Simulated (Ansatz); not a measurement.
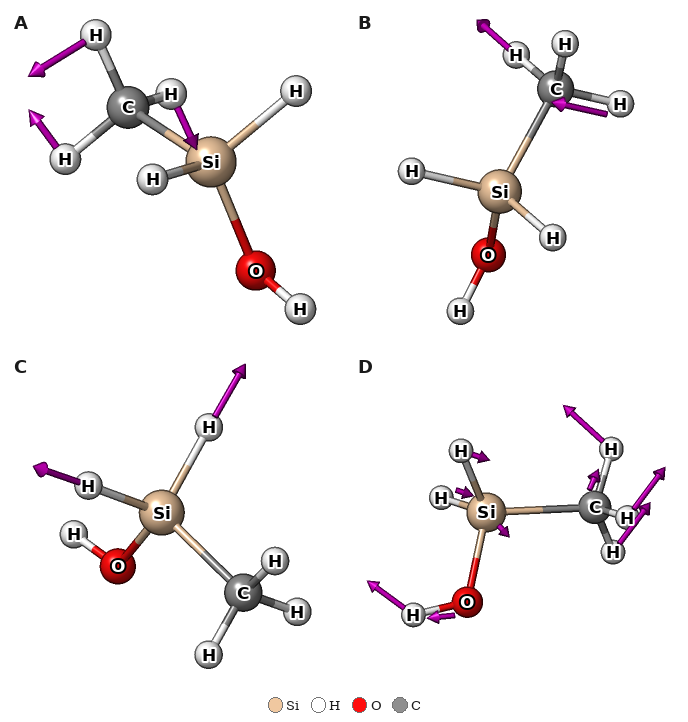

4 normal modes of one molecule or complex, as arrows. Harmonic vibrations computed with RKS PBE0-D4/def2-TZVP (Ansatz 0.2.0) at a stationary point of the same level.

Match the panels to the wavenumbers 247 cm⁻¹, 1444 cm⁻¹, 2196 cm⁻¹, 3144 cm⁻¹.

Answer. A: 1444 cm⁻¹, H–C–H bending
B: 3144 cm⁻¹, out-of-phase stretching of 2 C–H bonds
C: 2196 cm⁻¹, in-phase stretching of 2 Si–H bonds
D: 247 cm⁻¹
